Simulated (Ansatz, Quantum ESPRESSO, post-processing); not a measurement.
# Cl-CC-Cl chair, 1 layer in a field-effect set-up, part 5 of 7

How rigid are the bands of Cl-CC-Cl chair, 1 layer under field-effect doping?

Quantum ESPRESSO 7.5; plane-wave DFT, PBE, GBRV ultrasoft pseudopotentials; geometry by Ansatz 0.2.0 with PAW datasets.

So far. Step 7 (Ground state: charge -0.0218 e against a gate): The run needed 13 iterations to bring the estimated error under 1e-07 Ry. Step 8 (Valence density): The density integrates to 22.022 electrons, as the 22.02 of the input ask.

**11. SCF with pw.x: charge 0.0218 e against a gate**

The input, g2.in:

```
&control
  prefix = 'g2'
  outdir = './out'
  pseudo_dir = './pseudo'
  calculation = 'scf'
  tprnfor = .true.
  tefield = .true.
  dipfield = .true.
  gate = .true.
/
&system
  ibrav = 0
  nat = 4
  ntyp = 2
  ecutwfc = 40
  ecutrho = 200
  occupations = 'smearing'
  smearing = 'fd'
  degauss = 0.004
  edir = 3
  emaxpos = 0.210506
  eopreg = 0.01
  eamp = 0.0
  zgate = 0.222506
  block = .true.
  block_1 = 0.14578
  block_2 = 0.299233
  block_height = 2.0
  tot_charge = 0.0218
  nbnd = 17
/
&electrons
  conv_thr = 1e-07
  mixing_beta = 0.4
  electron_maxstep = 120
  mixing_mode = 'local-TF'
  startingpot = 'file'
/
ATOMIC_SPECIES
  Cl  35.4500  cl_pbe_v1.4.uspp.F.UPF
  C   12.0110  c_pbe_v1.2.uspp.F.UPF
CELL_PARAMETERS angstrom
  2.91236399479853 -0.00000000000000 -0.00000000000000
  -1.45618199739926 2.52218120456265 -0.00000000000000
  -0.00000000000000 -0.00000000000000 26.06666666670000
ATOMIC_POSITIONS crystal
  Cl  0.666666666667 0.333333333333 0.422980793916
  C   0.666666666667 0.333333333333 0.490235704282
  C   0.333333333333 0.666666666667 0.509764295302
  Cl  0.333333333333 0.666666666667 0.577019206500
K_POINTS automatic
  18 18 1 0 0 0
```

On the command line:

```console
$ cp -r out/g1.save out/g2.save
$ OMP_NUM_THREADS=1 mpirun -n 4 pw.x -nk 4 -in g2.in > g2.out
```

Output:

```text
[banner, memory and clock lines left out]
Program PWSCF v.7.5 starts
[...]
Message from routine setup:
[...]
number of electrons       =        21.98
     number of Kohn-Sham states=           17
     kinetic-energy cutoff     =      40.0000  Ry
     charge density cutoff     =     200.0000  Ry
[...]
number of k points=    37  Fermi-Dirac smearing, width (Ry)=  0.0040
[...]
Dense  grid:    61901 G-vectors     FFT dimensions: (  25,  25, 225)
[...]
The initial density is read from file :
[...]
negative rho (up, down):  2.971E-02 0.000E+00
[...]
Starting wfcs are   16 randomized atomic wfcs +    1 random wfcs
[...]
negative rho (up, down):  2.981E-02 0.000E+00
[...]
estimated scf accuracy    <       0.13062845 Ry
[...]
negative rho (up, down):  3.190E-02 0.000E+00
[...]
estimated scf accuracy    <       0.08161658 Ry
[...]
negative rho (up, down):  3.396E-02 0.000E+00
[...]
estimated scf accuracy    <       0.00918851 Ry
[...]
negative rho (up, down):  3.296E-02 0.000E+00
[...]
estimated scf accuracy    <       0.00094852 Ry
[...]
negative rho (up, down):  3.139E-02 0.000E+00
[...]
estimated scf accuracy    <       0.00034657 Ry
[...]
negative rho (up, down):  3.092E-02 0.000E+00
[...]
estimated scf accuracy    <       0.00020415 Ry
[...]
negative rho (up, down):  2.994E-02 0.000E+00
[...]
estimated scf accuracy    <       0.00018540 Ry
[...]
negative rho (up, down):  3.004E-02 0.000E+00
[...]
estimated scf accuracy    <       0.00012899 Ry
[...]
negative rho (up, down):  2.987E-02 0.000E+00
[...]
estimated scf accuracy    <       0.00014684 Ry
[...]
negative rho (up, down):  2.975E-02 0.000E+00
[...]
estimated scf accuracy    <       0.00005226 Ry
[...]
negative rho (up, down):  2.993E-02 0.000E+00
[...]
estimated scf accuracy    <       0.00002198 Ry
[...]
negative rho (up, down):  3.000E-02 0.000E+00
[...]
estimated scf accuracy    <       0.00000890 Ry
[...]
negative rho (up, down):  2.988E-02 0.000E+00
[...]
estimated scf accuracy    <       0.00000098 Ry
[...]
negative rho (up, down):  2.983E-02 0.000E+00
[...]
Total length         48.7663 bohr
[...]
estimated scf accuracy    <       0.00000036 Ry
[...]
negative rho (up, down):  2.983E-02 0.000E+00
[...]
Computed dipole along edir(3) :
[...]
Dipole                0.1855 Ry au,          0.4715 Debye
        Dipole field          0.0018 Ry au,
        Potential amp.       -0.1760 Ry
        Total length         48.7663 bohr
[...]
the Fermi energy is    -0.8981 ev
!    total energy              =     -87.44834569 Ry
     estimated scf accuracy    <       0.00000003 Ry
     smearing contrib. (-TS)   =      -0.00020016 Ry
     internal energy E=F+TS    =     -87.44814552 Ry
[...]
one-electron contribution =   -1145.41174131 Ry
     hartree contribution      =     577.08854316 Ry
     xc contribution           =     -25.89847634 Ry
     ewald contribution        =     504.54536545 Ry
     electric field correction =       0.00033466 Ry
     gate field correction     =       2.22782885 Ry
     convergence has been achieved in  15 iterations
     negative rho (up, down):  2.983E-02 0.000E+00
[...]
Total force =     0.004179     Total SCF correction =     0.000345
[...]
```

It took 36 s on 4 MPI ranks of Arm Neoverse V2, shared host; peak memory 0.55 GiB.

This step gave:

- Fermi energy: -0.8981 eV

**12. Valence density**

The input, g2.rho.in:

```
&inputpp
  prefix = 'g2'
  outdir = './out'
  filplot = 'g2.rho.dat'
  plot_num = 0
/
```

On the command line:

```console
$ OMP_NUM_THREADS=1 mpirun -n 4 pp.x -in g2.rho.in > g2.rho.out
```

The job ended after 0.84 s (4 MPI ranks; peak memory 0.1 GiB).

This step gave:

```
electrons by integration : 21.98 e
```

**13. Potential by pp.x**

plot_num = 11 writes the bare and Hartree potential. It leaves out exchange and correlation, which fade slowly, so it flattens close to the surface.

The input, g2.pot.in:

```
&inputpp
  prefix = 'g2'
  outdir = './out'
  filplot = 'g2.pot.dat'
  plot_num = 11
/
```

On the command line:

```console
$ OMP_NUM_THREADS=1 mpirun -n 4 pp.x -in g2.pot.in > g2.pot.out
```

Elapsed: 0.83 s, on 4 MPI ranks; peak memory 0.1 GiB.

**14. Band structure: charge 0.0218 e against a gate**

The input, g2.bands.in:

```
&control
  prefix = 'g2.bands'
  outdir = './out'
  pseudo_dir = './pseudo'
  calculation = 'bands'
  tefield = .true.
  dipfield = .true.
  gate = .true.
/
&system
  ibrav = 0
  nat = 4
  ntyp = 2
  ecutwfc = 40
  ecutrho = 200
  occupations = 'smearing'
  smearing = 'fd'
  degauss = 0.004
  edir = 3
  emaxpos = 0.210506
  eopreg = 0.01
  eamp = 0.0
  zgate = 0.222506
  block = .true.
  block_1 = 0.14578
  block_2 = 0.299233
  block_height = 2.0
  tot_charge = 0.0218
  nbnd = 17
/
&electrons
  conv_thr = 1e-07
  mixing_beta = 0.4
  electron_maxstep = 120
  mixing_mode = 'local-TF'
/
ATOMIC_SPECIES
  Cl  35.4500  cl_pbe_v1.4.uspp.F.UPF
  C   12.0110  c_pbe_v1.2.uspp.F.UPF
CELL_PARAMETERS angstrom
  2.91236399479853 -0.00000000000000 -0.00000000000000
  -1.45618199739926 2.52218120456265 -0.00000000000000
  -0.00000000000000 -0.00000000000000 26.06666666670000
ATOMIC_POSITIONS crystal
  Cl  0.666666666667 0.333333333333 0.422980793916
  C   0.666666666667 0.333333333333 0.490235704282
  C   0.333333333333 0.666666666667 0.509764295302
  Cl  0.333333333333 0.666666666667 0.577019206500
K_POINTS crystal_b
4
  0.0000000000 0.0000000000 0.0000000000 14
  0.5000000000 0.0000000000 0.0000000000 14
  0.3333333333 0.3333333333 0.0000000000 14
  0.0000000000 0.0000000000 0.0000000000 1
```

On the command line:

```console
$ cp -r out/g2.save out/g2.bands.save
$ cp out/g2.xml out/g2.bands.xml
$ OMP_NUM_THREADS=1 mpirun -n 4 pw.x -nk 4 -in g2.bands.in > g2.bands.out
```

Output:

```text
[banner, memory and clock lines left out]
Program PWSCF v.7.5 starts
[citation notice left out]

[...]
Message from routine setup:
[...]
bravais-lattice index     =            0
     lattice parameter (alat)  =       5.5036  a.u.
     unit-cell volume          =    1292.1235 (a.u.)^3
     number of atoms/cell      =            4
     number of atomic types    =            2
     number of electrons       =        21.98
     number of Kohn-Sham states=           17
     kinetic-energy cutoff     =      40.0000  Ry
     charge density cutoff     =     200.0000  Ry
     Exchange-correlation= SLA  PW   PBE  PBE
                           (   1   4   3   4   0   0   0)

[...]
PseudoPot. # 1 for Cl read from file:
     ./pseudo/cl_pbe_v1.4.uspp.F.UPF
     Pseudo is Ultrasoft + core correction, Zval =  7.0
     Generated by new atomic code, or converted to UPF format
     Using radial grid of  909 points,  6 beta functions with:
                l(1) =   0
                l(2) =   0
                l(3) =   1
                l(4) =   1
                l(5) =   2
                l(6) =   2
     Q(r) pseudized with  8 coefficients,  rinner =    1.300   1.300   1.300
                                                       1.300   1.300

     PseudoPot. # 2 for C  read from file:
     ./pseudo/c_pbe_v1.2.uspp.F.UPF
     Pseudo is Ultrasoft + core correction, Zval =  4.0
     Generated by new atomic code, or converted to UPF format
     Using radial grid of  721 points,  4 beta functions with:
                l(1) =   0
                l(2) =   0
                l(3) =   1
                l(4) =   1
     Q(r) pseudized with  8 coefficients,  rinner =    1.100   1.100   1.100

     atomic species   valence    mass     pseudopotential
     Cl                7.00    35.45000     Cl( 1.00)
     C                 4.00    12.01100     C ( 1.00)

      6 Sym. Ops. (no inversion) found

                                    s                        frac. trans.

      isym =  1     identity

 cryst.   s( 1) = (     1          0          0      )
                  (     0          1          0      )
                  (     0          0          1      )

 cart.    s( 1) = (  1.0000000 -0.0000000  0.0000000 )
                  (  0.0000000  1.0000000  0.0000000 )
                  (  0.0000000  0.0000000  1.0000000 )

      isym =  2     120 deg rotation - cryst. axis [0,0,1]

 cryst.   s( 2) = (     0          1          0      )
                  (    -1         -1          0      )
                  (     0          0          1      )

 cart.    s( 2) = ( -0.5000000 -0.8660254  0.0000000 )
                  (  0.8660254 -0.5000000  0.0000000 )
                  (  0.0000000  0.0000000  1.0000000 )

      isym =  3     120 deg rotation - cryst. axis [0,0,-1]

 cryst.   s( 3) = (    -1         -1          0      )
                  (     1          0          0      )
                  (     0          0          1      )

 cart.    s( 3) = ( -0.5000000  0.8660254  0.0000000 )
                  ( -0.8660254 -0.5000000  0.0000000 )
                  (  0.0000000  0.0000000  1.0000000 )

      isym =  4     inv. 180 deg rotation - cart. axis [1,0,0]

 cryst.   s( 4) = (    -1          0          0      )
                  (     1          1          0      )
                  (     0          0          1      )

 cart.    s( 4) = ( -1.0000000  0.0000000  0.0000000 )
                  (  0.0000000  1.0000000  0.0000000 )
                  (  0.0000000  0.0000000  1.0000000 )

      isym =  5     inv. 180 deg rotation - cryst. axis [0,1,0]

 cryst.   s( 5) = (     1          1          0      )
                  (     0         -1          0      )
                  (     0          0          1      )

 cart.    s( 5) = (  0.5000000  0.8660254  0.0000000 )
                  (  0.8660254 -0.5000000  0.0000000 )
                  (  0.0000000  0.0000000  1.0000000 )

      isym =  6     inv. 180 deg rotation - cryst. axis [1,1,0]

 cryst.   s( 6) = (     0         -1          0      )
                  (    -1          0          0      )
                  (     0          0          1      )

 cart.    s( 6) = (  0.5000000 -0.8660254  0.0000000 )
                  ( -0.8660254 -0.5000000  0.0000000 )
                  (  0.0000000  0.0000000  1.0000000 )

[...]
number of k points=    43  Fermi-Dirac smearing, width (Ry)=  0.0040
[...]
Dense  grid:    61901 G-vectors     FFT dimensions: (  25,  25, 225)

     Smooth grid:    44023 G-vectors     FFT dimensions: (  24,  24, 200)

     Dynamical RAM for                 wfc:       1.43 MB

     Dynamical RAM for     wfc (w. buffer):       1.43 MB

     Dynamical RAM for           str. fact:       1.89 MB

     Dynamical RAM for           local pot:       0.00 MB

     Dynamical RAM for          nlocal pot:       4.38 MB

     Dynamical RAM for                qrad:       2.27 MB

     Dynamical RAM for          rho,v,vnew:       6.05 MB

     Dynamical RAM for           G-vectors:       3.88 MB

     Dynamical RAM for          h,s,v(r/c):       0.05 MB

     Dynamical RAM for          <psi|beta>:       0.01 MB

     Dynamical RAM for                 psi:       2.86 MB

     Dynamical RAM for                hpsi:       2.86 MB

     Dynamical RAM for                spsi:       2.86 MB

     Dynamical RAM for      wfcinit/wfcrot:       2.87 MB

     Dynamical RAM for           addusdens:      45.10 MB

     Adding charged plate to compensate the charge of the system - add_gatefield
     see PRB 89, 245406 (2014), works only for 2D systems perpendicular to z
                                i.e. 3rd lattice vector is (0,0,c)

        prefactor of the potential in [Ha a.u.]:     0.005222
               position of the gate within cell:     0.22251
         ion-gate + gate-gate contribution to the total energy:     2.227829
                         gate-gate contribution:     0.000935

        Adding potential to prevent charge spilling into region of the gate
        Potential is linearly increased and decreased within the first/last eopreg of block_size
        block_size =  0.15345 in units of unit cell length
        block_height =  2.00000 in Ry

     The potential is recalculated from file :
     ./out/g2.bands.save/charge-density

     negative rho (up, down):  2.983E-02 0.000E+00

     Adding external electric field

     Computed dipole along edir(3) :
        Elec. dipole         -2.2679 Ry au,         -5.7645 Debye
        Ion. dipole          -2.2661 Ry au,         -5.7600 Debye
        Dipole                0.1855 Ry au,          0.4715 Debye
        Dipole field          0.0018 Ry au,

        Potential amp.       -0.1760 Ry
        Total length         48.7663 bohr

     Starting wfcs are   16 randomized atomic wfcs +    1 random wfcs

     Band Structure Calculation
     Davidson diagonalization with overlap

     Computing kpt #:     1  of    11 on this pool

     Computing kpt #:     2  of    11 on this pool

     Computing kpt #:     3  of    11 on this pool

     Computing kpt #:     4  of    11 on this pool

     Computing kpt #:     5  of    11 on this pool

     Computing kpt #:     6  of    11 on this pool

     Computing kpt #:     7  of    11 on this pool

     Computing kpt #:     8  of    11 on this pool

     Computing kpt #:     9  of    11 on this pool

     Computing kpt #:    10  of    11 on this pool

     Computing kpt #:    11  of    11 on this pool

     ethr =  4.55E-10,  avg # of iterations = 66.1

     End of band structure calculation

          k = 0.0000 0.0000 0.0000 (  5607 PWs)   bands (ev):

   -20.8150 -19.3084 -15.7168 -10.3848  -6.7159  -5.1828  -5.1828  -2.1682
    -2.1682  -0.8961  -0.8961   0.6521   1.0411   2.4185   2.8585   2.8585
     2.9570

          k = 0.0357 0.0206 0.0000 (  5607 PWs)   bands (ev):

   -20.7959 -19.2929 -15.6991 -10.3729  -6.7183  -5.3093  -5.2203  -2.2516
    -2.1801  -0.9916  -0.9148   0.7398   1.0756   2.4329   2.8604   2.9083
     2.9910

[...]
```

Run time: 21 s. Hardware: 4 MPI ranks; peak memory 0.3 GiB; 84 s of CPU time.

Read from the output:

* valence top, on the run's zero: -0.8961 eV
* conduction bottom, on the run's zero: 0.6521 eV
* gap by band count: 1.548 eV

Band numbers count within the set of bands kept for display. The electronic bands at the labelled points (eV, zero at the Fermi level; v1 is the highest filled band, c1 the lowest empty one):

```csv
point,v4,v3,v2,v1,c1,c2,c3,c4
Γ,-1.27,-1.27,0.00,0.00,1.55,1.94,3.32,3.76
M,-5.30,-5.18,-2.37,-1.26,1.76,3.72,3.90,6.01
K,-5.37,-4.32,-4.25,-3.99,4.09,4.18,5.25,6.38
Γ,-1.27,-1.27,0.00,0.00,1.55,1.94,3.32,3.76
```

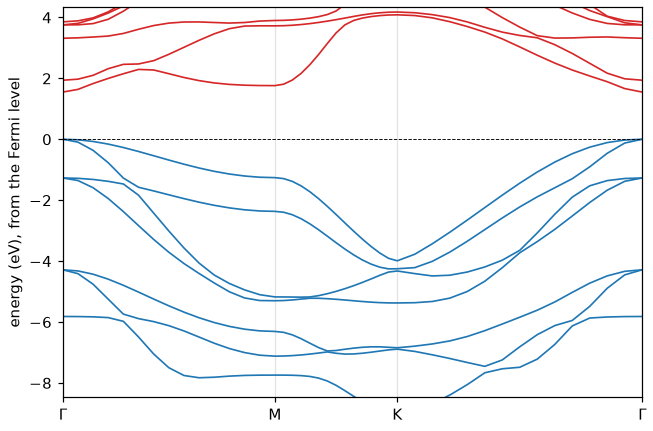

Electronic bands along the path; lines of filled and empty bands in two colours.

An edge by band count lies at the Fermi level or within reach of the smearing, so that band is partly filled.

Along this path the valence top lies at Γ and the conduction bottom at Γ.

**15. Induced charge**

The planar mean oscillates, so the rows of the table below give means over windows of 2 Å about each position, cut where the curve ends. Its maxima inside the range that stand out by 2 % of the span (Å: e/Å³): 12.2: 5.3e-4, 13.3: 6.3e-4, 15.8: 1.5e-4. Its minima: 10.3: -0.00242, 12.7: -0.00103, 14.9: -5.3e-4.

The planar mean by z; means over each step:

```csv
z (Å),planar mean (e/Å³)
4,0
6,-3.2e-7
8,-5.3e-5
10,-0.00136
12,-6.6e-5
14,1.8e-5
16,-2.0e-5
18,2.3e-6
20,6.3e-9
```

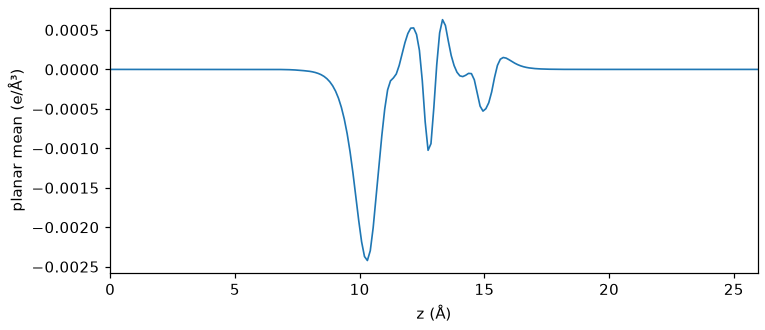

Planar mean, plotted against z.

Running integral, electrons below z against z:

```csv
z (Å),"running integral, electrons below z (e/Å²)"
6,-3.5e-8
8,-1.2e-5
10,-0.00116
12,-0.00278
14,-0.00274
16,-0.00302
18,-0.00297
20,-0.00297
22,-0.00297
24,-0.00297
```

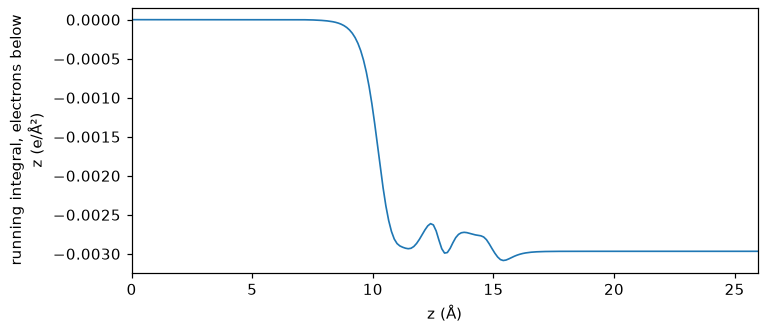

Running integral, electrons below z against z.

**16. Self-consistent run: charge -0.0545 e against a gate**

g3.in, as its differences from the input of step 11:

```diff
@@ -1,3 +1,3 @@
 &control
-  prefix = 'g2'
+  prefix = 'g3'
   outdir = './out'
@@ -28,3 +28,3 @@
   block_height = 2.0
-  tot_charge = 0.0218
+  tot_charge = -0.0545
   nbnd = 17
```

On the command line:

```console
$ cp -r out/g2.save out/g3.save
$ OMP_NUM_THREADS=1 mpirun -n 4 pw.x -nk 4 -in g3.in > g3.out
```

Output:

```text
[banner, memory and clock lines left out]
Program PWSCF v.7.5 starts
[...]
Message from routine setup:
[...]
number of electrons       =        22.05
     number of Kohn-Sham states=           17
     kinetic-energy cutoff     =      40.0000  Ry
     charge density cutoff     =     200.0000  Ry
[...]
number of k points=    37  Fermi-Dirac smearing, width (Ry)=  0.0040
[...]
Dense  grid:    61901 G-vectors     FFT dimensions: (  25,  25, 225)
[...]
The initial density is read from file :
[...]
negative rho (up, down):  2.993E-02 0.000E+00
[...]
Starting wfcs are   16 randomized atomic wfcs +    1 random wfcs
[...]
negative rho (up, down):  4.211E-02 0.000E+00
[...]
estimated scf accuracy    <       1.33488011 Ry
[...]
negative rho (up, down):  4.253E-02 0.000E+00
[...]
estimated scf accuracy    <       0.13978730 Ry
[...]
negative rho (up, down):  4.230E-02 0.000E+00
[...]
estimated scf accuracy    <       0.05925932 Ry
[...]
negative rho (up, down):  3.937E-02 0.000E+00
[...]
estimated scf accuracy    <       0.01241271 Ry
[...]
negative rho (up, down):  3.715E-02 0.000E+00
[...]
estimated scf accuracy    <       0.00272266 Ry
[...]
negative rho (up, down):  3.458E-02 0.000E+00
[...]
estimated scf accuracy    <       0.00212603 Ry
[...]
negative rho (up, down):  3.337E-02 0.000E+00
[...]
estimated scf accuracy    <       0.00033316 Ry
[...]
negative rho (up, down):  3.250E-02 0.000E+00
[...]
estimated scf accuracy    <       0.00019382 Ry
[...]
negative rho (up, down):  3.153E-02 0.000E+00
[...]
estimated scf accuracy    <       0.00006791 Ry
[...]
negative rho (up, down):  3.123E-02 0.000E+00
[...]
estimated scf accuracy    <       0.00004057 Ry
[...]
negative rho (up, down):  3.022E-02 0.000E+00
[...]
estimated scf accuracy    <       0.00003425 Ry
[...]
negative rho (up, down):  3.000E-02 0.000E+00
[...]
estimated scf accuracy    <       0.00000722 Ry
[...]
negative rho (up, down):  2.990E-02 0.000E+00
[...]
estimated scf accuracy    <       0.00000302 Ry
[...]
negative rho (up, down):  2.979E-02 0.000E+00
[...]
estimated scf accuracy    <       0.00000117 Ry
[...]
negative rho (up, down):  2.976E-02 0.000E+00
[...]
estimated scf accuracy    <       0.00000031 Ry
[...]
negative rho (up, down):  2.975E-02 0.000E+00
[...]
Total length         48.7663 bohr
[...]
estimated scf accuracy    <       0.00000013 Ry
[...]
negative rho (up, down):  2.974E-02 0.000E+00
[...]
Computed dipole along edir(3) :
[...]
Dipole               -0.4436 Ry au,         -1.1275 Debye
        Dipole field         -0.0043 Ry au,
        Potential amp.        0.4208 Ry
        Total length         48.7663 bohr
[...]
the Fermi energy is     1.2945 ev
!    total energy              =     -94.05132974 Ry
     estimated scf accuracy    <       0.00000002 Ry
     smearing contrib. (-TS)   =      -0.00033804 Ry
     internal energy E=F+TS    =     -94.05099170 Ry
[...]
one-electron contribution =   -1146.77503613 Ry
     hartree contribution      =     579.67358605 Ry
     xc contribution           =     -25.94360346 Ry
     ewald contribution        =     504.54536545 Ry
     electric field correction =       0.00191376 Ry
     gate field correction     =      -5.55321737 Ry
     convergence has been achieved in  17 iterations
     negative rho (up, down):  2.974E-02 0.000E+00
[...]
Total force =     0.022731     Total SCF correction =     0.000483
[...]
```

The job ended after 41 s (4 MPI ranks; peak memory 0.4 GiB).

Numbers from this step:

* Fermi energy: 1.294 eV

**17. Density by pp.x**

The input, g3.rho.in:

```
&inputpp
  prefix = 'g3'
  outdir = './out'
  filplot = 'g3.rho.dat'
  plot_num = 0
/
```

On the command line:

```console
$ OMP_NUM_THREADS=1 mpirun -n 4 pp.x -in g3.rho.in > g3.rho.out
```

Run time: 0.83 s. Hardware: 4 MPI ranks; peak memory 0.1 GiB; 3 s of CPU time.

Numbers from this step:

```
electrons by integration : 22.05 e
```

(Continued in part 6 of 7.)

[Logs are printed without paths, hosts, clocks, repeated set-up lines and the standing remarks that a program may print on its own settings, such as how far it seeks lower states.]

[Hosts, paths, dates, database ids (printed as entryN), source tags and the programs' standing remarks are cut or masked in the printed files.]

[Maps of the electrostatic potential energy from Ansatz leave out the sawtooth potential of an applied field or a dipole correction, so their vacuum need not be flat; planar profiles and work functions include it.]
